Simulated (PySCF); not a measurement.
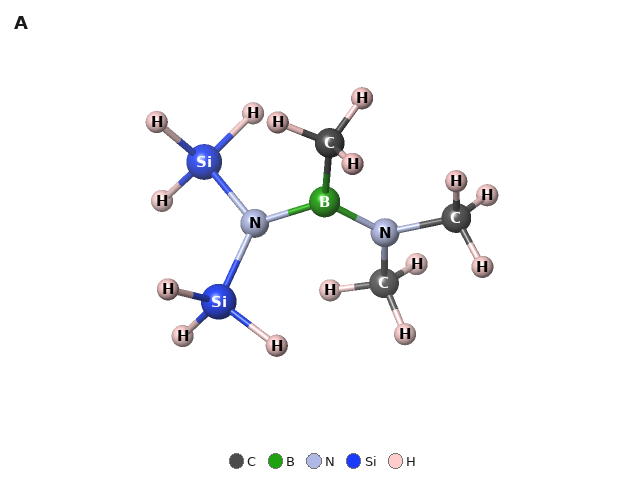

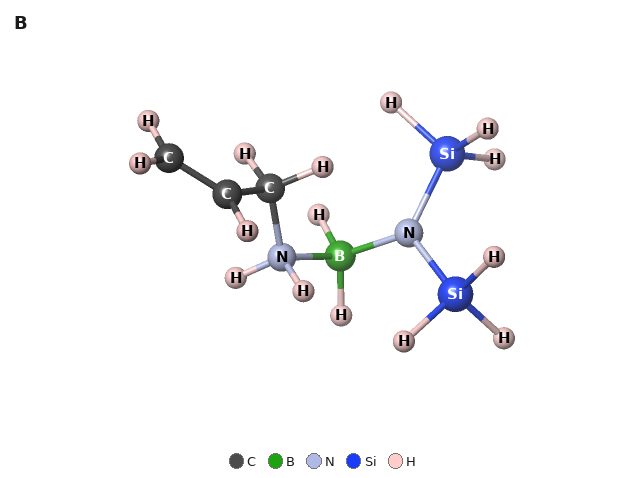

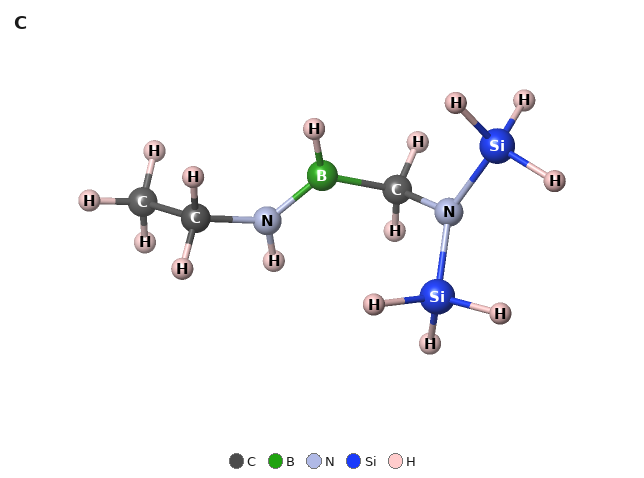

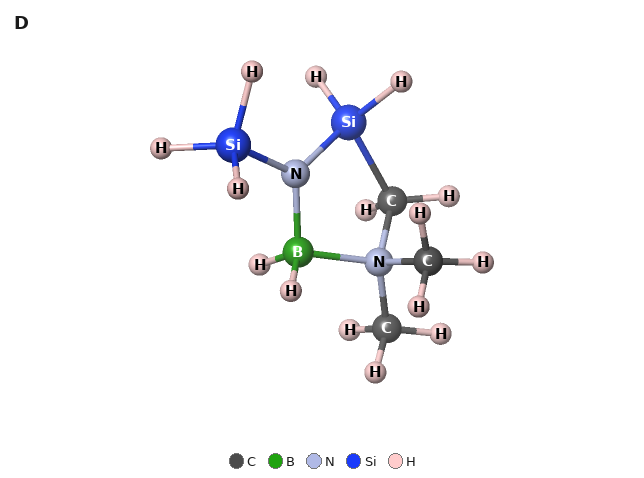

4 stationary structures of one formula. Geometries: GFN2-xTB. Electronic energies: PBE0/pcSseg-1 (PySCF 2.14.0), without zero-point energy. No frequency run is at hand to confirm each as a minimum. Each is one conformer, not always the lowest.

Question: How are they related?

Answer: They are constitutional isomers of C3H15BN2Si2: A `CB(N(C)C)N([SiH3])[SiH3]`, B `C=CC[NH2+][BH2-]N([SiH3])[SiH3]`, C `CCNBCN([SiH3])[SiH3]`, D `C[N+]1(C)[BH2-]N([SiH3])[SiH2]C1`.

Question: Rank them by energy, lowest first.

Answer: A is lowest; D lies 1.043 eV above it, C lies 1.161 eV above it, B lies 1.777 eV above it.

The geometry is semi-empirical. Around B, Si such bond lengths and angles can be off by a tenth of an ångström or more and by several degrees, and values that hang on the shape move with them.
